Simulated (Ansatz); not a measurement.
B2SiNH3: several calculations on one system

**1. Relaxation**

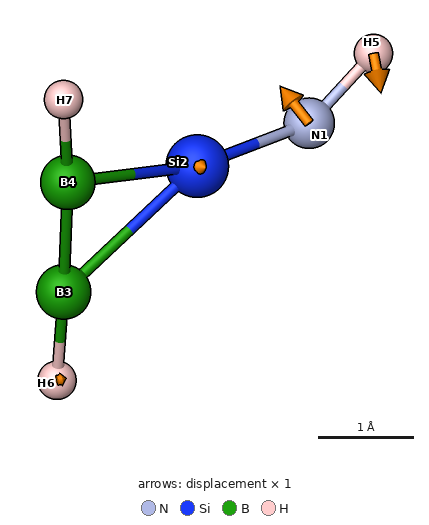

This is a relaxation of B2SiNH3. The starting structure is drawn; orange arrows show the displacements, at their true length. The two geometries are superimposed by the best rigid fit.

The picture is a ball-and-stick view, seen from a free direction.

The run prepares an end point of a later path (torsion) calculation, from a guessed geometry.

Theory: RKS PBE-D4/STO-3G in Ansatz. (no spin polarisation; force threshold 0.015 eV/Å; at most 40 steps)

What happened in the run?

Answer. After 10 geometry steps the energy has fallen by 17.9 kcal/mol. Largest force component: 3 eV/Å at the start, 0.011 eV/Å at the end. N1 moves most after the best rigid fit: 0.52 Å. Largest moves by element: N 0.52 Å, H 0.45 Å, Si 0.15 Å, B 0.06 Å. Among the contacts that change: N1–H5 1.002 → 1.083 Å, N1–Si2 1.607 → 1.663 Å, B3–B4 1.482 → 1.465 Å, Si2–B3 1.992 → 1.978 Å. Among the angles between lasting bonds that change: Si2–N1–H5 138.6° → 110.0°, N1–Si2–B4 167.2° → 148.8°, N1–Si2–B3 148.8° → 144.7°.

Limits of the set-up: STO-3G is a minimal basis, so the numbers are rough.

**2. Relaxation**

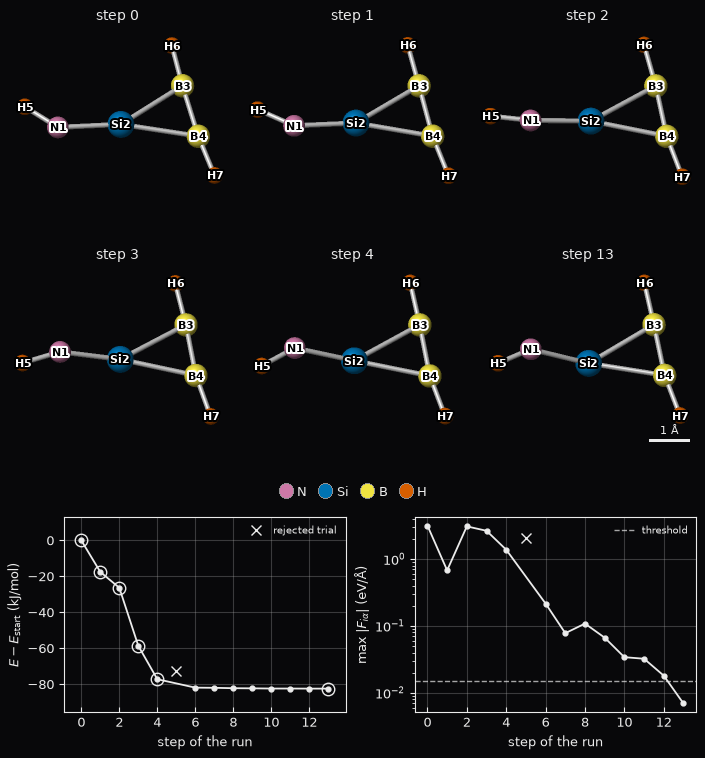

Frames of a relaxation of B2SiNH3, marked on the history of the run. The picture is a ball-and-stick view, seen at a tilt.

The run prepares an end point of a later path (torsion) calculation, from a guessed geometry.

Method: RKS PBE-D4/STO-3G in Ansatz.

The input:
```yaml
crystal:
  periodic: [false, false, false]
  atoms:
    - { symbol: "N", position_ang: [-1.95765, 0.19362, -0.73254] }
    - { symbol: Si, position_ang: [-0.44226, 0.02282, -0.2259] }
    - { symbol: B, position_ang: [1.43857, -0.50074, -0.62227] }
    - { symbol: B, position_ang: [1.2489, -0.06367, 0.78062] }
    - { symbol: H, position_ang: [-2.4981, 0.01839, -1.55755] }
    - { symbol: H, position_ang: [1.6366, -0.84852, -1.71885] }
    - { symbol: H, position_ang: [1.19666, 0.25724, 1.9035] }
basis:
  gaussian: { orbitals: STO-3G }
hamiltonian:
  xc: pbe
  dispersion: d4
relax:
  f_tol: 0.015
  max_steps: 40
```

Run as
```bash
ansatz run input.yaml --threads 1 --pin off --max-ram 2048MiB --backend cpu --events-out ev --progress --plain --runs-dir out
```

> What happens along the run?

After 12 accepted moves (13 points after the start) the energy has fallen by 82.4 kJ/mol. Largest force component: 3.2 eV/Å at the start, 0.0069 eV/Å at the end. The line search rejected the trial step at point 5 of the run. The atom that moves furthest after the best rigid fit is N1 (0.51 Å). By element the largest moves are N 0.51 Å, H 0.46 Å, Si 0.19 Å, B 0.09 Å. Near-neighbour distances that change, for instance: N1–H5 1.002 → 1.083 Å, N1–Si2 1.607 → 1.663 Å, Si2–B4 1.970 → 1.931 Å, B3–B4 1.482 → 1.467 Å. Bond angles that change, for instance: Si2–N1–H5 138.6° → 110.2°, N1–Si2–B4 167.2° → 152.1°, N1–Si2–B3 148.8° → 138.5°. The run took 39 s on 1 thread of AMD EPYC (Zen 3) (shared host), peak memory 0.12 GiB. From step 0 to 1: H5 moves most (0.10 Å), energy −17.5 kJ/mol. From step 1 to 2: N and H atoms move most (0.20 Å), energy −8.81 kJ/mol. From step 2 to 3: H5 moves most (0.20 Å), energy −32.3 kJ/mol. From step 3 to 4: H5 moves most (0.12 Å), energy −18.5 kJ/mol. From step 4 to 13: Si2 moves most (0.12 Å), energy −5.23 kJ/mol.

Limits of the set-up: STO-3G is a minimal basis, so the numbers are rough.

**3. Path**

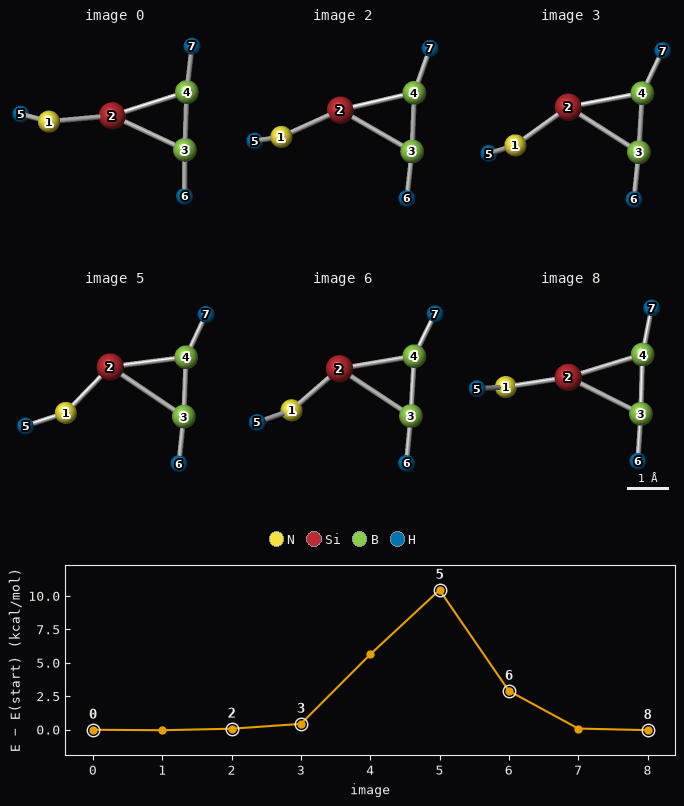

A nudged-elastic-band calculation for B$_{2}$SiNH$_{3}$. Images are numbered from 0 (start) to 8 (end). The picture is a ball-and-stick view, seen at a tilt.

Method: Ansatz 0.2.0, RKS PBE-D4/STO-3G. Run with 7 movable images; climbing image; force threshold 0.05 eV/Å; iteration limit 60; starting path through a guess of the saddle point.

Read off the barrier and say what moves.

Answer. The motion is a rotation about the N1–Si2 bond. No bond forms or breaks between the ends. Among the angles between lasting bonds that change up to the highest image: N1–Si2–B3 144.7° → 100.0°, Si2–N1–H5 110.0° → 152.2°. The two ends have nearly the same energy, and the highest point, image 5, lies 10.5 kcal/mol above the start. The band is converged. At the top, the vibrational analysis gives one imaginary mode (529i cm⁻¹), as a transition state must have.

Limits of the set-up: STO-3G is a minimal basis, so the numbers are rough.
